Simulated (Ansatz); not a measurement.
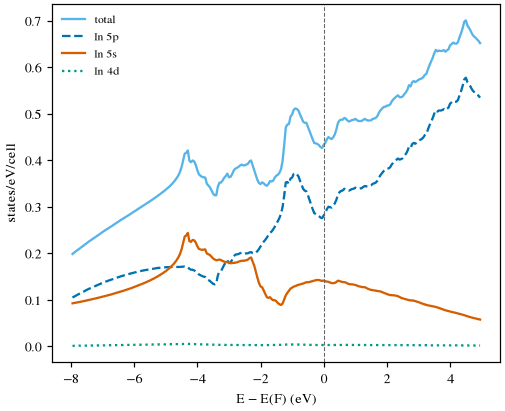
Figure: Total and projected density of states of In (body-centred tetragonal, space group No. 139), DFT-PBEsol in the program Ansatz with PAW potentials

Task: Which orbitals carry the states next to the Fermi level?

Result: Within 0.5 eV of the Fermi level: In 5p 67 %, In 5s 31 %. Projections are on Löwdin-orthogonalised atomic valence shells; empty p or d shells of many metals are not among them.

Task: Where is the tallest occupied peak in this window, and what makes it?

Result: Near -0.9 eV, about 0.51 states/eV per cell; the largest projected share is In 5p.

Space group I4/mmm (body-centred tetragonal). Its axis ratio c/a = 1.33 departs by over 6 % from that of the usual cell of this phase: another minimum, or an error of the functional. The cell was relaxed with PBEsol under the symmetry of its start; its stability against distortions is not shown here. Scalar-relativistic: spin–orbit coupling is off unless named, which matters more the heavier the elements.

Potentials: the later of the program's two PAW sets.
